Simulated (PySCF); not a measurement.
SMILES CC(C)CCc1ccco1 at its GFN2-xTB optimised geometry (Å):

```
24

C     -2.8103    -2.1069     3.0030
C     -2.2685    -2.0683     1.5748
C     -1.7801    -3.4563     1.1673
C     -1.1552    -1.0209     1.4755
C     -0.6722    -0.7724     0.0399
C      0.3177     0.3402     0.0000
C      1.6813     0.3402     0.0000
C      2.0810     1.7000     0.0000
C      0.9317     2.4239     0.0034
O     -0.1399     1.6112     0.0043
H     -3.1851    -1.1302     3.3004
H     -2.0248    -2.3987     3.6971
H     -3.6234    -2.8247     3.0846
H     -3.0828    -1.7734     0.9029
H     -1.4850    -3.4796     0.1217
H     -2.5706    -4.1898     1.3099
H     -0.9270    -3.7506     1.7753
H     -0.3065    -1.3342     2.0878
H     -1.5253    -0.0757     1.8790
H     -1.5287    -0.5115    -0.5858
H     -0.2021    -1.6697    -0.3617
H      2.3219    -0.5180    -0.0045
H      3.0828     2.0781    -0.0024
H      0.7462     3.4796     0.0024
```

Computed with PBE0/def2-SVP (PySCF). Cells within 0.4 Å of a nucleus heavier than hydrogen are left out (blank, or x).

Map of the log10 of the electron density (e/bohr³), floored at −4 on the plane z = 0.0 Å:

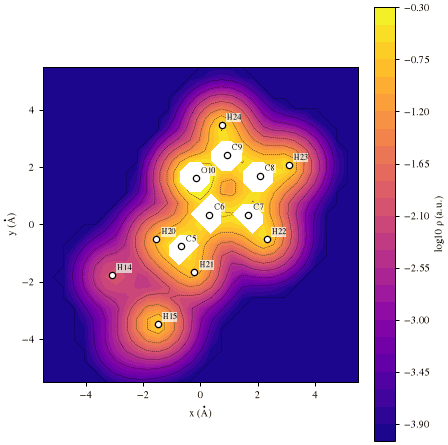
Figure. Log10 of the electron density (e/bohr³), floored at −4 on the plane z = 0.0 Å.
